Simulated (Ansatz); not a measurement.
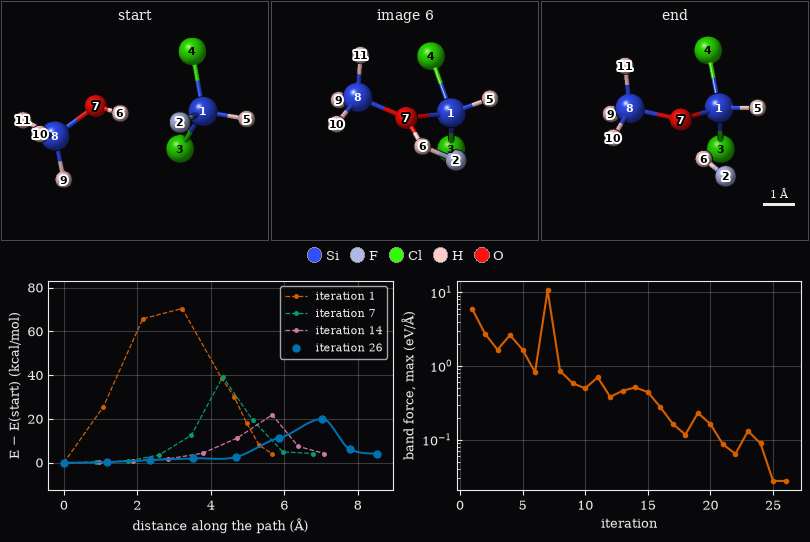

A search for the minimum-energy path of Si2H5OCl2F by the nudged elastic band. Images are numbered from 0 (start) to 8 (end). The plot follows the band through its iterations. A ball-and-stick model, seen at a tilt.

These are results of Ansatz 0.2.0, RKS B3LYP/cc-pVDZ, not measurements. Set-up: 7 movable images; climbing image; force threshold 0.05 eV/Å; iteration limit 60; starting path through a guess of the saddle point.

Q: Judge this run.

A: The result is final at these settings. The band converged in 26 iterations. The largest component of the band force went from 5.8 to 0.028 eV/Å. The climbing image converged on the top of the path. Its vibrational analysis gives one imaginary mode (718i cm⁻¹), as a transition state must have. The first iteration put the highest image at 70.5 kcal/mol. The energy climbs by 20.0 kcal/mol to image 6 and then falls by 15.8 kcal/mol, so the end point sits at +4.2 kcal/mol.

The run took 13 min on 4 threads of Arm Neoverse N1 (shared host), peak memory 0.39 GiB.
